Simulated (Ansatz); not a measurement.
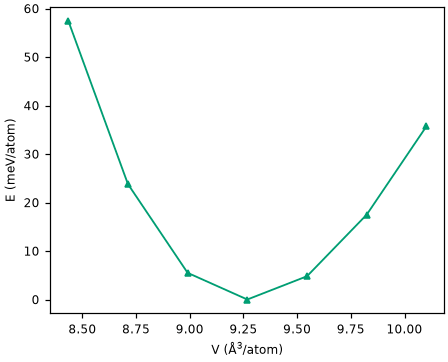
Figure. CuV2CO2 in space group P-3m1 (No. 164; O on 2d, V on 2d, C on 1a, Cu on 1b) under volume change, DFT-PBE+D3(BJ) in the program Ansatz with PAW potentials, shape and atoms relaxed at each volume.

Q: What does a third-order Birch–Murnaghan fit give for V₀, B₀ and B′?

A: V₀ = 9.27 Å³/atom, B₀ = 187 GPa, B′ = 7.2.

The cell is a constructed one: a structure type filled with these elements; neither database checked (COD, Materials Project) lists it. Its standing as an ambient phase is unchecked. The PBE+D3(BJ) relaxation kept the symmetry of its start. At this level the phase is dynamically unstable (imaginary phonons). No spin polarisation was allowed. No Hubbard U is applied.

Potentials: the later of the program's two PAW sets.
